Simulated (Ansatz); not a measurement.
CH7BOSi (SMILES OCB[SiH3])

The calculation's input:

```
crystal:
  periodic: [false, false, false]
  atoms:
    - {symbol: O, position_ang: [-0.815837, 1.879742, -1.401239]}
    - {symbol: C, position_ang: [-0.395520, 1.119073, -0.290021]}
    - {symbol: B, position_ang: [0.013379, -0.336570, -0.618368]}
    - {symbol: Si, position_ang: [0.639563, -1.584435, 0.836878]}
    - {symbol: H, position_ang: [-1.047003, 2.762990, -1.104068]}
    - {symbol: H, position_ang: [-1.174874, 1.063286, 0.494858]}
    - {symbol: H, position_ang: [0.464190, 1.583468, 0.231091]}
    - {symbol: H, position_ang: [-0.041816, -0.734984, -1.745839]}
    - {symbol: H, position_ang: [0.674596, -0.959585, 2.190123]}
    - {symbol: H, position_ang: [2.010914, -2.079532, 0.524309]}
    - {symbol: H, position_ang: [-0.261993, -2.770552, 0.903075]}
basis:
  gaussian: {orbitals: def2-TZVPP}
hamiltonian: {xc: pbe0, dispersion: d4}
output: {orbitals: {seedname: orbitals}}
```

Launched as:

```sh
ansatz run in.yaml --threads 2 --pin off --events-out ev --progress --plain --max-ram 4352MiB
```

Geometry: PBE0-D4/def2-TZVP.

Computed with RKS PBE0-D4/def2-TZVPP (Ansatz 0.2.0).

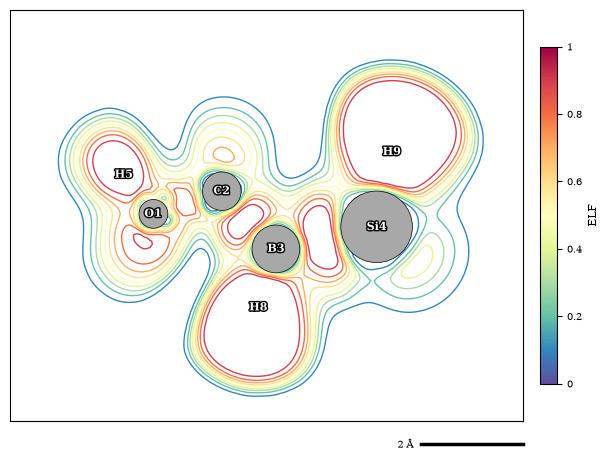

Figure 1. Electron localisation function on the plane of atoms C2, B3 and H8. Grey discs cover the atomic cores.

Q: Describe what can be read from this map.

A: The plane passes through O, C, B, Si and H nuclei. C–O (1.41 Å): the ELF peaks at about 0.90 between the atoms (a shared but strongly polarised pair). C–B (1.55 Å): the ELF peaks at about 1 between the atoms, as expected for a shared electron pair. Si–B (2.02 Å): the ELF peaks at about 1 between the atoms; a shared electron pair. O–H (0.96 Å): the ELF climbs to about 1 towards the hydrogen, as it does in any bond to H: an ordinary covalent bond to hydrogen. B–H (1.20 Å): the ELF climbs to about 1 towards the hydrogen; a covalent bond by its length. The ELF also peaks beside O1, away from the bonds: lone-pair regions.

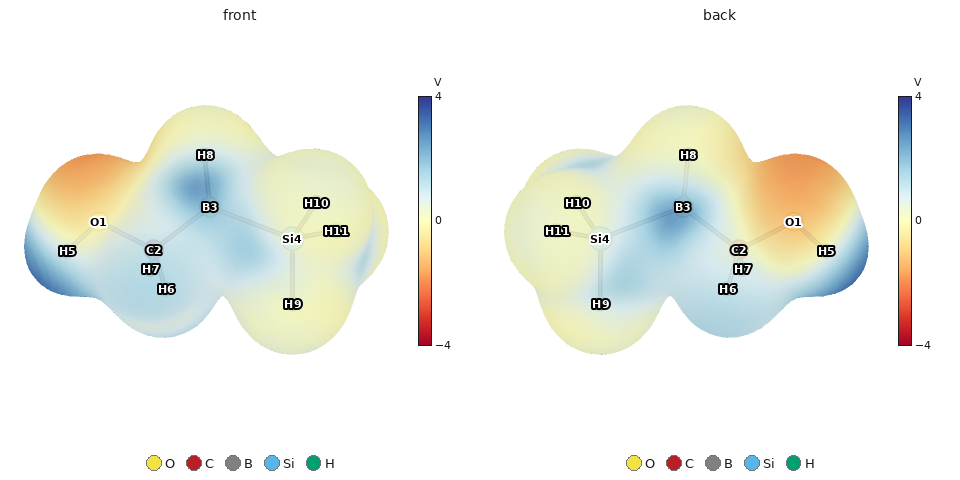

Figure 2. The molecular electrostatic potential painted on the density surface at 0.004 e/bohr³, seen from the front and from behind; red is negative and blue positive.

Q: Describe the electrostatic potential map.

A: The most negative region (about −1.8 V) lies over O1, the most positive (about +3.1 V) over H5. O1 is the likeliest acceptor of a hydrogen bond.

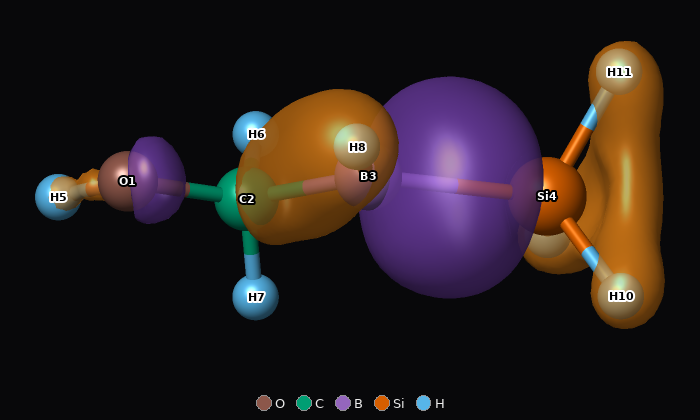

Figure 3. The HOMO−1 at ±0.15 Å⁻³ᐟ² (orange and purple are the two phases), seen from one side.

Q: Where does this orbital lie, and at what energy?

A: By Hirshfeld shares it lies mainly on Si4 (about 35 %), B3 (about 35 %), H8 (about 5 %) and C2 (about 5 %). Its energy is −8.27 eV.
